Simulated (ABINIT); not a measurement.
**A GW chain in ABINIT: MgO (Fm-3m)**

How does a plane-wave GW calculation on MgO (Fm-3m) run from the first input to the gap?

Method: PBE and many-body steps on it, plane waves, in ABINIT 10.8.3.

**The experiments to reproduce.**

- Gap 7.83 eV: literature experimental gap; bulk crystal (quoted in “Electronic structure of alkaline earth and post-transition metal oxides”, 2009, arxiv:0908.1581).

- Gap 7.83 eV: direct gap at Gamma, low temperature; bulk crystal (literature value) (quoted in “The Band-Gap Studies of Short-Period CdO/MgO Superlattices”, 2021, pmc:8035356).

Report form: the programs' logs are mostly left out.

### Step 1. The structure

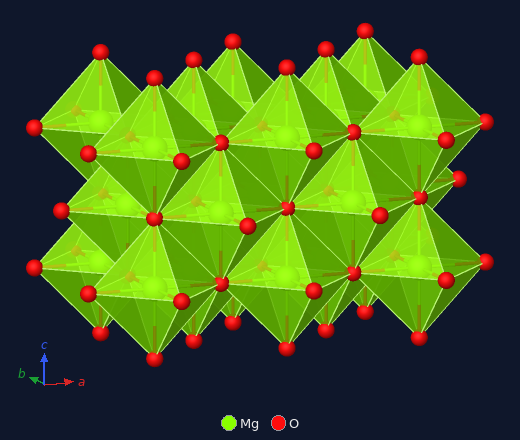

Start, viewed slightly off an axis; magnesium green, oxygen red. 2×1×1 cells are drawn. This picture shows the conventional cell, with its axes. Some periodic images of atoms are drawn too.

Structure file:

```cif
data_structure
_symmetry_space_group_name_H-M 'P 1'
_symmetry_Int_Tables_number 1
_cell_length_a 2.9656
_cell_length_b 2.9656
_cell_length_c 2.9656
_cell_angle_alpha 60.000
_cell_angle_beta 60.000
_cell_angle_gamma 60.000
_cell_volume 18.44
loop_
_atom_site_label
_atom_site_type_symbol
_atom_site_fract_x
_atom_site_fract_y
_atom_site_fract_z
_atom_site_occupancy
Mg1 Mg 0.00000 0.00000 0.00000 1
O2 O 0.50000 0.50000 0.50000 1
```

The cell and positions are those that the Materials Project relaxed with its own functionals (PBE, PBE+U or r2SCAN), kept fixed.

### Step 2. Ground state

This step: ABINIT 10.8.3; DFT, PBE, plane waves, norm-conserving pseudopotentials.

The ground-state density comes first.

run.abi

```
acell 3*1.0 Angstrom
rprim 
  -0.000000000000 2.097001392700 2.097001392700
  2.097001392700 -0.000000000000 2.097001392700
  2.097001392700 2.097001392700 -0.000000000000
ntypat 2
znucl 12 8
natom 2
typat 1 2
xred 
  0.000000000000 0.000000000000 0.000000000000
  0.500000000000 0.500000000000 0.500000000000
pp_dirpath "pseudos"
pseudos "Mg.upf, O.upf"
ecut 38
ngkpt 8 8 8
nshiftk 1
shiftk 0 0 0
kptopt 1
chksymbreak 0
nband 13
occopt 1
tolvrs 1e-10
nstep 60
prtwf 0
optforces 0
optstress 0
indata_prefix "in"
outdata_prefix "out"
tmpdata_prefix "tmp"
```

The run is started by

```
OMP_NUM_THREADS=1 mpirun -n 4 abinit run.abi > log
```

Run time: 4.9 s. Hardware: 4 MPI ranks of Arm Neoverse V1, shared host; peak memory 0.26 GiB; 19 s of CPU time.

Numbers from this step:

```yaml
total_energy: -2069.4380 eV
gap: 4.895 eV
k_of_the_valence_top: 0, 0, 0
k_of_the_conduction_bottom: 0, 0, 0
least_direct_gap: 4.895 eV
```

The gap is direct, at Γ.

### Step 3. Bands along the symmetry lines

The cheap functional maps the bands first; the places of the edges decide which points the dearer methods must see.

run.abi

```
acell 3*1.0 Angstrom
rprim 
  -0.000000000000 2.097001392700 2.097001392700
  2.097001392700 -0.000000000000 2.097001392700
  2.097001392700 2.097001392700 -0.000000000000
ntypat 2
znucl 12 8
natom 2
typat 1 2
xred 
  0.000000000000 0.000000000000 0.000000000000
  0.500000000000 0.500000000000 0.500000000000
pp_dirpath "pseudos"
pseudos "Mg.upf, O.upf"
ecut 38
iscf -2
irdden 1
kptopt 0
nkpt 50
kpt 
  0.00000000 0.00000000 0.00000000
  0.06250000 0.00000000 0.06250000
  0.12500000 0.00000000 0.12500000
  0.18750000 0.00000000 0.18750000
  0.25000000 0.00000000 0.25000000
  0.31250000 0.00000000 0.31250000
  0.37500000 0.00000000 0.37500000
  0.43750000 0.00000000 0.43750000
  0.50000000 0.00000000 0.50000000
  0.51562500 0.03125000 0.51562500
  0.53125000 0.06250000 0.53125000
  0.54687500 0.09375000 0.54687500
  0.56250000 0.12500000 0.56250000
  0.57812500 0.15625000 0.57812500
  0.59375000 0.18750000 0.59375000
  0.60937500 0.21875000 0.60937500
  0.62500000 0.25000000 0.62500000
  0.37500000 0.37500000 0.75000000
  0.32812500 0.32812500 0.65625000
  0.28125000 0.28125000 0.56250000
  0.23437500 0.23437500 0.46875000
  0.18750000 0.18750000 0.37500000
  0.14062500 0.14062500 0.28125000
  0.09375000 0.09375000 0.18750000
  0.04687500 0.04687500 0.09375000
  0.00000000 0.00000000 0.00000000
  0.06250000 0.06250000 0.06250000
  0.12500000 0.12500000 0.12500000
  0.18750000 0.18750000 0.18750000
  0.25000000 0.25000000 0.25000000
  0.31250000 0.31250000 0.31250000
  0.37500000 0.37500000 0.37500000
  0.43750000 0.43750000 0.43750000
  0.50000000 0.50000000 0.50000000
  0.50000000 0.46875000 0.53125000
  0.50000000 0.43750000 0.56250000
  0.50000000 0.40625000 0.59375000
  0.50000000 0.37500000 0.62500000
  0.50000000 0.34375000 0.65625000
  0.50000000 0.31250000 0.68750000
  0.50000000 0.28125000 0.71875000
  0.50000000 0.25000000 0.75000000
  0.50000000 0.21875000 0.71875000
  0.50000000 0.18750000 0.68750000
  0.50000000 0.15625000 0.65625000
  0.50000000 0.12500000 0.62500000
  0.50000000 0.09375000 0.59375000
  0.50000000 0.06250000 0.56250000
  0.50000000 0.03125000 0.53125000
  0.50000000 0.00000000 0.50000000
istwfk *1
nband 15
nbdbuf 2
tolwfr 1e-08
nstep 40
prtwf 0
prtvol 0
indata_prefix "in"
outdata_prefix "out"
tmpdata_prefix "tmp"
```

It took 3.8 s on 4 MPI ranks; peak memory 0.25 GiB; 15 s of CPU time.

This step gave:

```yaml
gap: 4.895 eV
k_of_the_valence_top: 0, 0, 0
k_of_the_conduction_bottom: 0, 0, 0
least_direct_gap: 4.895 eV
```

The gap is 4.895 eV, as in the run before at this level.

Electronic bands along the path, in eV, zero at the top of the highest filled band; v1 is the highest filled band, c1 the lowest empty one:

```tsv
point	v4	v3	v2	v1	c1	c2	c3	c4
Γ	-17.25	0.00	0.00	0.00	4.89	16.04	16.04	16.04
X	-15.67	-4.09	-1.35	-1.35	9.24	10.15	13.23	19.19
U	-15.65	-3.50	-2.72	-1.15	10.22	11.95	12.66	18.34
jump to K	-15.65	-3.50	-2.72	-1.15	10.22	11.95	12.66	18.34
Γ	-17.25	0.00	0.00	0.00	4.89	16.04	16.04	16.04
L	-15.90	-4.64	-0.65	-0.65	8.02	12.76	16.49	16.49
W	-15.61	-2.96	-2.96	-1.78	11.77	11.77	12.35	15.74
X	-15.67	-4.09	-1.35	-1.35	9.24	10.15	13.23	19.19
```

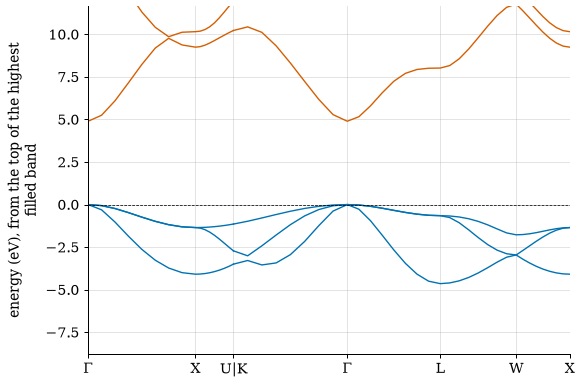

Electronic bands along the path; lines of filled and empty bands in two colours.

### Step 4. Empty states on the mesh, 6×6×6 mesh, 100 bands

The sums over transitions need many empty states on a uniform mesh; this step solves for them.

run.abi

```
acell 3*1.0 Angstrom
rprim 
  -0.000000000000 2.097001392700 2.097001392700
  2.097001392700 -0.000000000000 2.097001392700
  2.097001392700 2.097001392700 -0.000000000000
ntypat 2
znucl 12 8
natom 2
typat 1 2
xred 
  0.000000000000 0.000000000000 0.000000000000
  0.500000000000 0.500000000000 0.500000000000
pp_dirpath "pseudos"
pseudos "Mg.upf, O.upf"
ecut 38
ngkpt 6 6 6
nshiftk 1
shiftk 0 0 0
kptopt 1
chksymbreak 0
irdden 1
istwfk *1
nband 100
prtvol 0
optdriver 6
gwr_task "HDIAGO"
paral_kgb 0
occopt 1
indata_prefix "in"
outdata_prefix "out"
tmpdata_prefix "tmp"
```

Run time: 11 s. Hardware: 4 MPI ranks; peak memory 0.71 GiB.

Numbers from this step:

- gap: 4.895 eV
- k of the valence top: 0, 0, 0
- k of the conduction bottom: 0, 0, 0
- least direct gap: 4.895 eV
- k points computed: 16
- lowest point of the top converged band, above the valence top: 144.9583 eV

On this mesh the gap is 4.895 eV.

### Step 5. Screening, 6×6×6 mesh, 92 bands, screening to 217.7 eV

The RPA dielectric matrix is built and inverted for each q.

This step: RPA screening on PBE, plane waves, norm-conserving pseudopotentials.

Changes to run.abi since step 4:

```diff
@@ -20,10 +20,11 @@
 chksymbreak 0
-irdden 1
 istwfk *1
-nband 100
-prtvol 0
-optdriver 6
-gwr_task "HDIAGO"
-paral_kgb 0
 occopt 1
+irdwfk 1
+optdriver 3
+nband 92
+ecuteps 8
+inclvkb 2
+awtr 1
+symchi 1
 indata_prefix "in"
```

Elapsed: 63 s, on 4 MPI ranks; peak memory 0.77 GiB.

Numbers from this step:

```
ε∞ with local fields, on this mesh, along the program's q direction : 3.018
the same without local fields                                       : 3.236
plasma frequency                                                    : 34.59 eV
plane waves in the screening matrix                                 : 137
```

Local fields lower ε∞ by 7 %.

### Step 6. Self-energy, 6×6×6 mesh, 92 bands, screening to 217.7 eV

The self-energy is evaluated for the states that the input lists, and the levels follow from it, in one-shot runs by the linearised quasiparticle equation.

This step: G0W0 on PBE, plane waves, norm-conserving pseudopotentials.

Changes to run.abi since step 5:

```diff
@@ -23,8 +23,15 @@
 irdwfk 1
-optdriver 3
+optdriver 4
 nband 92
+gwcalctyp 0
+ecutsigx 38
+symsigma 1
+nkptgw 1
+kptgw 
+  0.0000000000 0.0000000000 0.0000000000
+bdgw 
+  6 12
 ecuteps 8
-inclvkb 2
-awtr 1
-symchi 1
+irdscr 1
+ppmodel 1
 indata_prefix "in"
```

Run time: 4.8 s. Hardware: 4 MPI ranks; peak memory 0.54 GiB.

Numbers from this step:

| Item | Value |
| --- | --- |
| G0W0 gap on the points computed | 7.194 eV |
| starting gap on the mesh | 4.895 eV |
| k of the valence top | 0, 0, 0 |
| k of the conduction bottom | 0, 0, 0 |
| Z at the valence top | 0.808 |
| Z at the conduction bottom | 0.856 |
| least direct G0W0 gap on the computed points | 7.194 eV |

The gap on the mesh goes from 4.89 eV to 7.19 eV, a correction of +2.30 eV.

Limits: finite bands, cutoff and mesh. v1 is the top filled band, c1 the lowest empty one. The levels before and after the correction (eV, zero at the valence-band top of each column):

```tsv
	conduction bottom	valence top
Kohn-Sham	4.89	0.00
G0W0	7.19	0.00
```

```tsv
	level	energy (eV)
Kohn-Sham	Γ v3-v1	0.000
Kohn-Sham	Γ c1	4.895
Kohn-Sham	Γ c2-c4	16.036
G0W0	Γ v3-v1	0.000
G0W0	Γ c1	7.194
G0W0	Γ c2-c4	18.503
```

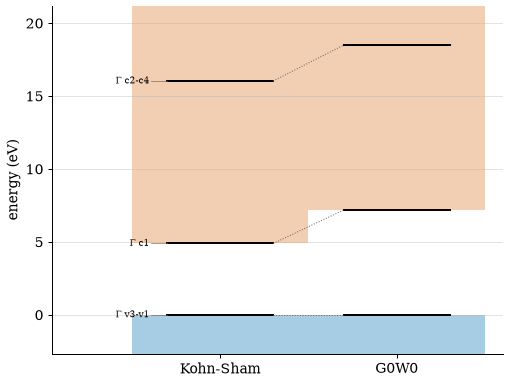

Levels before and after the correction. Shaded: valence and conduction bands.

### Step 7. Where the time went

Times are wall times on 4 MPI ranks of Arm Neoverse V1, shared host, good to a factor of about two.

```tsv
step	time	share	memory (GiB)
ground state	4.9 s	6 %	0.26
bands along the symmetry lines	3.8 s	4 %	0.25
empty states on the mesh	11 s	12 %	0.71
screening	63 s	72 %	0.77
self-energy	4.8 s	6 %	0.54
```

### Step 8. Outcome

```
PBE gap              : 4.89 eV, direct
G0W0 gap on the mesh : 7.19 eV
GW settings          : 6×6×6 mesh, 92 bands, screening to 217.7 eV, Godby-Needs plasmon pole
known limits         : not at the basis limit
```

What this shows: G0W0 moves the gap on the mesh from 4.89 eV to 7.19 eV (+2.30 eV), with Z of 0.81 and 0.86 at the edges. Local fields lower the RPA ε∞ on this mesh from 3.24 to 3.02. Only 1 of the mesh's irreducible points was corrected, so a valley elsewhere could overtake. The dearest step here is «screening». Against experiment, by G0W0@PBE: the gap of 7.19 eV lies −0.64 eV from the measured 7.83 eV (kind not stated, quoted 2009); the direct gap of 7.19 eV lies −0.64 eV from the measured 7.83 eV (direct, quoted 2021). An exciton line or allowed optical edge lies below the quasiparticle gap by the binding energy; a forbidden edge can push the onset above it. The calculation has static nuclei and no excitons; a measured gap holds zero-point and thermal motion, which mostly lowers it. Against the values above the computed gap that would widen the miss. A likelier cause is too strong a screening: the start's gap is only 4.89 eV, and one shot does not repair that. Bands and cutoff are finite, so the gap is not at the basis limit. The miss can reach some tenths of an eV and take either sign; the mesh is an error of its own. In the G0W0 run levels were corrected at 1 k point alone, so a gap called «on the mesh» is the least over those, and an edge elsewhere would be missed.

[Paths, hosts, dates, memory and timing lines, banners, echoed tables and standing remarks are left out of the program output.]

[Logs are printed without paths, hosts, clocks, repeated set-up lines and the standing remarks that a program may print on its own settings, such as how far it seeks lower states.]

[Runs of the session that timed out or met a known fault of the program may be left out.]

[No measured gap is set beside runs whose start may be inverted or whose files or cutoffs have a known fault.]

[Hosts, paths, dates, database ids (printed as entryN), source tags and the programs' standing remarks are cut or masked in the printed files.]

[G0W0 gaps are taken among the corrected bands and points alone; a level outside them can change the order at an edge.]

[Where Ansatz stands beside ABINIT at settings called matched, ABINIT's density can come from a denser mesh and the files from another edition; pairs whose starting gaps differed by over 0.03 eV were left out, so agreement reads better than it is.]
